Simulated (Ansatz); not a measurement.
**CuAu, response to strain**

Take CuAu (space group P4/mmm, No. 123; a = 2.869 Å, c = 3.645 Å; relaxed with 0.1 eV smearing) as the base. Axes: x, y, z lie along a, b, c of the conventional cell.

Strains are applied to the cell and any free atomic positions relax.

All numbers come from PBE/PAW in Ansatz (an electronic-structure program), no spin-orbit coupling.

Notes on the quantities. energy relative to the base: free energy F.

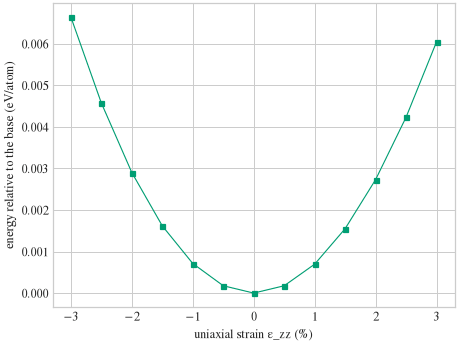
*Energy relative to the base against uniaxial strain ε_zz*

From the plot, what is the energy relative to the base for uniaxial strain ε_zz = −2.50 %?

About 0.0046 eV/atom.

Is the trend monotonic over the range shown?

No, it turns within the range, spanning 0 meV/atom to +6.6 meV/atom.

Stability against distortions was not tested. All final runs are without spin polarisation.
